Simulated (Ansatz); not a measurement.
**SiSF (doublet): inputs that go wrong at a displaced geometry (v2)**

4 inputs are run for SiSF (doublet) as typed; the log has to tell whether the result can be used and what must change.

The runs use Ansatz 0.2.0, Gaussian basis; the settings change from run to run.

32 further runs of the same task are left out: 13 for a known fault of the program, 7 that didn't finish, 12 set aside as unsound or not needed.

### Step 1. The geometry

The geometry is a PBE0/def2-TZVP stationary point (not a proven minimum) with its atoms shifted at random (size 0.100 Å).

3 atoms, charge 0, spin multiplicity 2.

Atoms are counted from 1 here; the program's logs count them from 0.

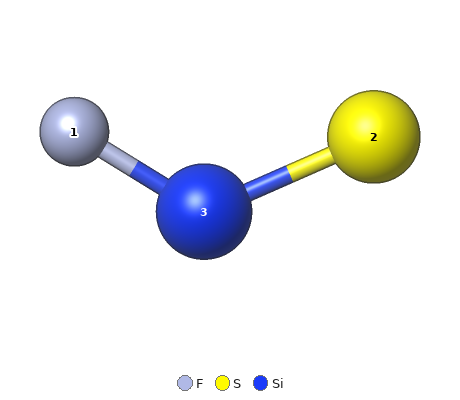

The geometry (fluorine light blue, sulfur yellow, silicon blue); atoms are numbered from 1 in the order of the file.

Coordinates:

```xyz
3
FSSi
F     0.0981    0.4279    1.7369
S    -0.0668    0.1804   -1.4030
Si    0.0099   -0.4955    0.4269
```

### Step 2. Attempt 1

The input, in.yaml:

```yaml
crystal:
  periodic: [false, false, false]
  atoms:
    - {symbol: F, position_ang: [0.098111, 0.427907, 1.736914]}
    - {symbol: S, position_ang: [-0.066764, 0.180433, -1.403033]}
    - {symbol: Si, position_ang: [0.009857, -0.495457, 0.426898]}
basis:
  gaussian: {orbitals: cc-pVDZ}
magnetization: {spin_polarized: false, initial_magnetization: 1}
correlation: {method: sc_nevpt2, electrons: valence, active_space: {window: {electrons: 7, orbitals: 4}, states: [{multiplicity: 2, weights: [1, 0.5]}], root: 0}}
output: {forces: true}
```

On the command line:

```sh
ansatz run in.yaml --threads 1 --pin off --events-out ev --progress --plain --max-ram 2393MiB
```

Standard output:

```text
Functional definition: HF
  name "HF"
  cite "Fock, Z. Phys. 61, 126 (1930) doi:10.1007/BF01340294"
  parent pbe
  exchange = exact_x
  correlation = 0
920 factors; integrals over basis functions are off by at most 1.1e-7 eV
mean field evaluation 1: about -21384.3556 eV, gradient 2.6e1 eV
mean field evaluation 2: about -21384.3874 eV, gradient 2.6e1 eV
mean field evaluation 4: about -21386.2591 eV, gradient 1.9e0 eV
mean field evaluation 8: about -21386.3190 eV, gradient 6.5e-1 eV
mean field evaluation 16: about -21386.3330 eV, gradient 5.6e-5 eV
mean field evaluation 32: about -21386.3330 eV, gradient 4.3e-5 eV
mean field evaluation 64: about -21386.2818 eV, gradient 1.4e0 eV
mean field -21386.33304321 eV, -785.9332431610 hartree, gradient 3.3e-6 eV, S^2 0.750000; 4 other end points of the search recorded, 0 dependent functions left out
reference -21386.33304321 eV, -785.9332431610 hartree; 20, 19 occupied and 30, 31 virtual orbitals, 920 factors
state -21386.08377616 eV, -785.9240827657 hartree
state -21384.32068602 eV, -785.8592903979 hartree
state -21386.08377616 eV, -785.9240827657 hartree; corrected -21396.55525222 eV, -786.3089024129 hartree
state -21384.32068602 eV, -785.8592903979 hartree; corrected -21394.31091112 eV, -786.2264243990 hartree
WARN: 2 active orbitals are nearly empty or full. The corrections depend on them more than the energy does, and are more stable in an active space without them
the calculation of the forces begins
Error: an active orbital is full or empty, and SC-NEVPT2 has no forces then: leave it out of the active space
```

Wall time 16 s (1 thread of AMD EPYC, shared host).

**Diagnosis.** The run stopped with an error. It says: «an active orbital is full or empty, and SC-NEVPT2 has no forces then: leave it out of the active space». Cure: drop the forces, or choose an active space whose orbitals are all partly filled.

### Step 3. Attempt 2

The input, in.yaml:

```yaml
crystal:
  periodic: [false, false, false]
  atoms:
    - {symbol: F, position_ang: [0.098111, 0.427907, 1.736914]}
    - {symbol: S, position_ang: [-0.066764, 0.180433, -1.403033]}
    - {symbol: Si, position_ang: [0.009857, -0.495457, 0.426898]}
basis:
  gaussian: {orbitals: cc-pVDZ}
magnetization: {spin_polarized: false, initial_magnetization: 1}
hamiltonian: {xc: pbe}
correlation: {active_space: {window: {electrons: 3, orbitals: 3}}}
accuracy: high
```

Launched as before.

Standard output:

```text
Error: invalid value for `correlation.active_space`: it starts from restricted Hartree–Fock orbitals; set hamiltonian.xc: hf without magnetization.spin_polarized
```

It took 0.13 s on 1 thread of AMD EPYC, shared host.

What is wrong: The run was refused. An active space is asked on a functional's orbitals. To mend it, start from Hartree-Fock.

### Step 4. Attempt 3

The input, in.yaml:

```yaml
crystal:
  periodic: [false, false, false]
  atoms:
    - {symbol: F, position_ang: [0.098111, 0.427907, 1.736914]}
    - {symbol: S, position_ang: [-0.066764, 0.180433, -1.403033]}
    - {symbol: Si, position_ang: [0.009857, -0.495457, 0.426898]}
basis:
  gaussian: {orbitals: aug-cc-pVTZ}
magnetization: {spin_polarized: false, initial_magnetization: 1}
correlation: {method: ccsdtq, electrons: all}
accuracy: high
output: {forces: true}
```

The command is unchanged.

Standard output:

```text
Functional definition: HF
  name "HF"
  cite "Fock, Z. Phys. 61, 126 (1930) doi:10.1007/BF01340294"
  parent pbe
  exchange = exact_x
  correlation = 0
2080 factors; integrals over basis functions are off by at most 3.2e-9 eV
mean field evaluation 1: about -21386.4396 eV, gradient 2.8e1 eV
mean field evaluation 2: about -21386.4514 eV, gradient 2.8e1 eV
mean field evaluation 4: about -21388.3824 eV, gradient 2.0e0 eV
mean field evaluation 8: about -21388.4657 eV, gradient 3.2e-1 eV
mean field evaluation 16: about -21388.4701 eV, gradient 2.1e-7 eV
mean field evaluation 32: about -21388.3873 eV, gradient 2.0e0 eV
mean field evaluation 64: about -21386.7994 eV, gradient 5.9e-5 eV
mean field evaluation 96: about -21386.7963 eV, gradient 5.8e-1 eV
mean field evaluation 128: about -21370.3424 eV, gradient 2.6e-3 eV
mean field evaluation 160: about -21384.7655 eV, gradient 9.3e-2 eV
Error: SIGTERM received: run cancelled behind 189 evaluations of the mean field
```

Wall time 79 s (1 thread of AMD EPYC, shared host).

What is wrong: The run was cut at its time limit. The job is too large for the time given. Cure: a smaller basis or space, or a lower level; a longer limit helps only where the log shows it near its end.

### Step 5. Attempt 4

The input, in.yaml:

```yaml
crystal:
  periodic: [false, false, false]
  atoms:
    - {symbol: F, position_ang: [-0.066764, 0.180433, -1.353033]}
    - {symbol: S, position_ang: [-0.066764, 0.180433, -1.403033]}
    - {symbol: Si, position_ang: [0.009857, -0.495457, 0.426898]}
basis:
  gaussian: {orbitals: STO-3G}
magnetization: {spin_polarized: true, initial_magnetization: 1}
hamiltonian: {xc: {name: PBE}}
correlation: {method: ccsdt, electrons: outside_noble_gas}
scf: {lower_state_search: full}
```

Same command.

Standard output, shortened:

```text
Functional definition: PBE
  name "PBE"
  cite "Perdew, Burke & Ernzerhof, Phys. Rev. Lett. 77, 3865 (1996) doi:10.1103/PhysRevLett.77.3865"
  parent pbe
[...]
412 factors; integrals over basis functions are off by at most 7.4e-8 eV
[...]
mean field 9554.20418930 eV, 351.1105278848 hartree, gradient 6.7e-6 eV, S^2 0.751564; 10 other end points of the search recorded, 0 dependent functions left out
11 core orbitals not correlated: weight in the atoms' cores, before any rotation towards them, 0.577 or more for the frozen orbitals, at most 0.105 for the correlated occupied ones
reference 9603.66148366 eV, 352.9280499291 hartree; 9, 8 occupied and 3, 4 virtual orbitals, 412 factors
second order -0.96060134 eV of doubles, -0.10973646 eV of singles
cycle   1  -1.13017692 eV  change   -6.5e-2 eV  update   7.1e-2
[...]
cycle  13  -1.30792374 eV  change   -1.4e-6 eV  update   1.5e-6
Total energy: 9602.35355993 eV, 352.8799846184 hartree
```

Run time: 60 s. Hardware: 1 thread of AMD EPYC, shared host.

**Diagnosis.** The run converged, which proves nothing about the input. One atom lies on top of another. The shortest distance is 0.05 Å, against 1.61 Å in the geometry of step 1. Its energy belongs to another geometry. Fix: restore its position.

### Step 6. How the runs ended

```csv
attempt,level,ended,cause,time
1,"NEVPT2(7,4)/cc-pVDZ",stopped by an error,"an active orbital is full or empty, and SC-NEVPT2 has no forces then: leave it out of the active space",16 s
2,"CASSCF(3,3)/cc-pVDZ",refused,an active space is asked on a functional's orbitals,0.13 s
3,CCSDTQ on ROHF/aug-cc-pVTZ,cut at its time limit,the job is too large for the time given,79 s
4,CCSDT/STO-3G,converged,one atom lies on top of another,60 s
```

1 stopped by an error, 1 refused, 1 cut at its time limit, 1 converged. The input that converges on a wrong geometry or spin is the dangerous one: no error points at it, so geometry and ⟨S²⟩ have to be checked.
